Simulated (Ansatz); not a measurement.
The figure comes from a scan of HgTe (zinc blende): volume and axial ratio are varied about the relaxed values (subscript 0). Method: r2SCAN (plane waves to 500 eV, PAW, scalar-relativistic; Ansatz, a program for electronic structure). k mesh 12×12×12 (Γ-centred), Fermi-Dirac smearing 0.05 eV. Compression counts positive. With partly filled bands, the response to shear is sensitive to the k mesh, so small differences along c/a are uncertain. At this level the bands of HgTe touch or barely overlap. HgTe was relaxed with its symmetry unable to fall. Spin-orbit coupling is left out, though Hg and Te are heavy. 

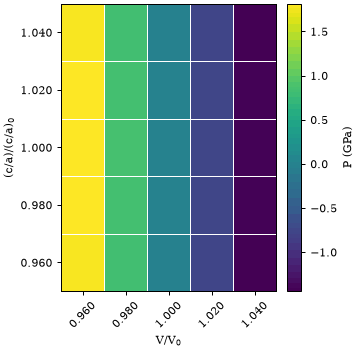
Fig. 1. P (GPa), one tile a computed point.

Q: Turn the plot into a table (rounded to what can be read).

A: To the nearest 0.5:

P (GPa), with V/V₀ across and (c/a)/(c/a)₀ down:

```
(c/a)/(c/a)₀ \ V/V₀  0.960  0.980  1.000  1.020  1.040
-------------------  -----  -----  -----  -----  -----
0.960                  2.0    1.0    0.0   -1.0   -1.5
0.980                  2.0    1.0    0.0   -1.0   -1.5
1.000                  2.0    1.0    0.0   -1.0   -1.5
1.020                  2.0    1.0    0.0   -1.0   -1.5
1.040                  2.0    1.0    0.0   -1.0   -1.5
```

(A scan under strain: stresses follow from slopes of the energy per volume, elastic moduli from its curvatures.)
